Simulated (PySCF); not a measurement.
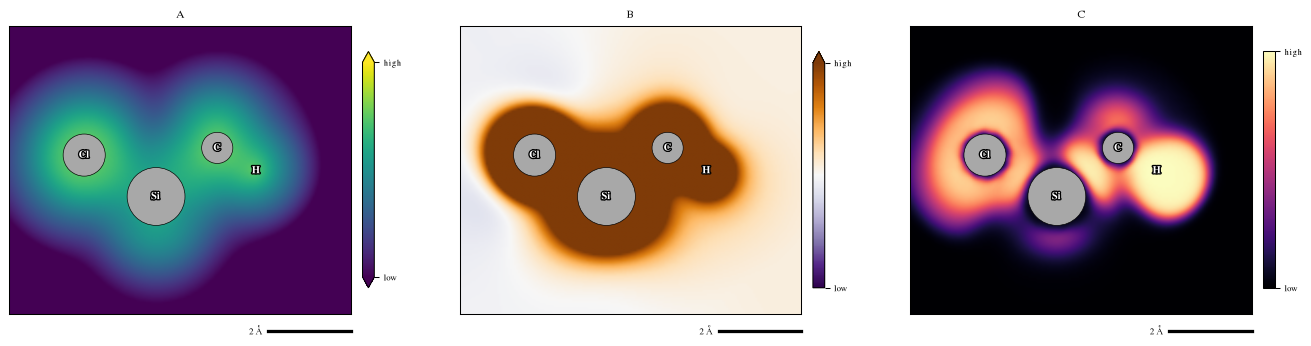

CH4ClFSi: 3 fields on the plane of atoms C1, Si2 and Cl4, with unlabelled colour scales. Grey discs cover the atomic cores.

Geometry: GFN2-xTB.

Method: PBE0/pcSseg-1, SCF density, gas phase, non-relativistic in PySCF.

```xyz
8

C    -1.0274   -0.0302    0.0242
Si    0.8519    0.1047   -0.1167
F     1.3717    0.9277    1.1702
Cl    1.7303   -1.6960   -0.0284
H    -1.4869    0.9535    0.0609
H    -1.3166   -0.5610    0.9291
H    -1.4560   -0.5629   -0.8195
H     1.3421    0.8736   -1.2445
```

> The panels show electron density, electron localisation function and electrostatic potential in some order. Assign them.

Panel A: electron density. Panel B: electrostatic potential (strongly positive close to the atoms and fading to about zero outside). Panel C: electron localisation function. From the grid: C–Si (1.89 Å): the density is about 0.96 e/Å³ at the midpoint; the ELF peaks at about 0.95 between the atoms (localised, covalent bonding). Si–Cl (2.01 Å): ρ at the midpoint is about 0.99 e/Å³; the ELF peaks at about 0.90 between the atoms: a shared but strongly polarised pair.
